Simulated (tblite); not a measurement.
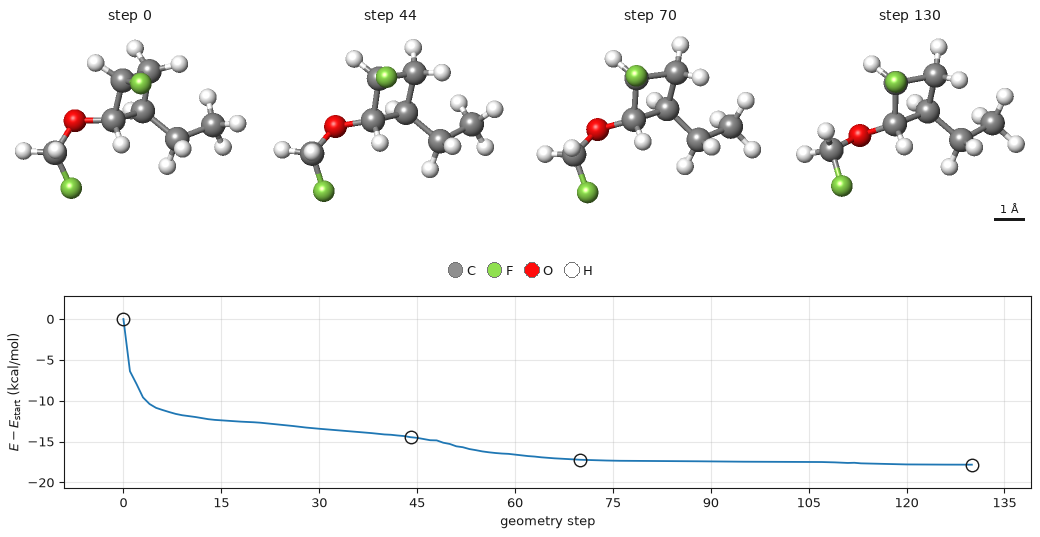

Frames of a relaxation of C7H12F2O, marked on the history of the run. Style: ball-and-stick. Shown at a tilt.

All numbers below come from tblite 0.8.0, GFN2-xTB geometry optimisation, gas phase. 

Describe the path.

The atom that moves furthest after the best rigid fit is an H atom (1.23 Å). Largest moves by element: H 1.23 Å, F 1.00 Å, O 0.58 Å, C 0.50 Å. Among the contacts that change: C–C 1.490 → 1.543 Å, C–O 1.380 → 1.414 Å, C–C 1.493 → 1.524 Å, C–H 1.121 → 1.092 Å. Among the angles between lasting bonds that change: C–C–H 108.5° → 116.3°, C–C–H 110.2° → 117.4°, C–C–O 110.1° → 117.1°. Groups turn about C–C by about 55°, C–O by about 45°, C–C by about 25°. After 130 geometry steps the energy has fallen by 17.8 kcal/mol. The run took 1.7 s on 1 thread of Arm Neoverse N1 (shared host). From step 0 to 44: H atoms move most (0.65 Å), energy −14.5 kcal/mol. From step 44 to 70: an H atom moves most (0.68 Å), energy −2.76 kcal/mol. From step 70 to 130: an F atom moves most (0.70 Å), energy −0.60 kcal/mol.

| step | E − E(0), kcal/mol |
| --- | --- |
| 0 | 0.00 |
| 1 | -6.39 |
| 2 | -7.94 |
| 3 | -9.59 |
| 4 | -10.39 |
| 5 | -10.87 |
| 6 | -11.13 |
| 7 | -11.38 |
| 8 | -11.61 |
| 9 | -11.77 |
| 10 | -11.88 |
| 16 | -12.45 |
| 23 | -12.85 |
| 29 | -13.36 |
| 35 | -13.76 |
| 42 | -14.25 |
| 48 | -14.85 |
| 54 | -16.05 |
| 61 | -16.67 |
| 67 | -17.09 |
| 73 | -17.29 |
| 79 | -17.36 |
| 86 | -17.39 |
| 92 | -17.44 |
| 98 | -17.47 |
| 105 | -17.48 |
| 111 | -17.61 |
| 117 | -17.74 |
| 124 | -17.81 |
| 130 | -17.82 |
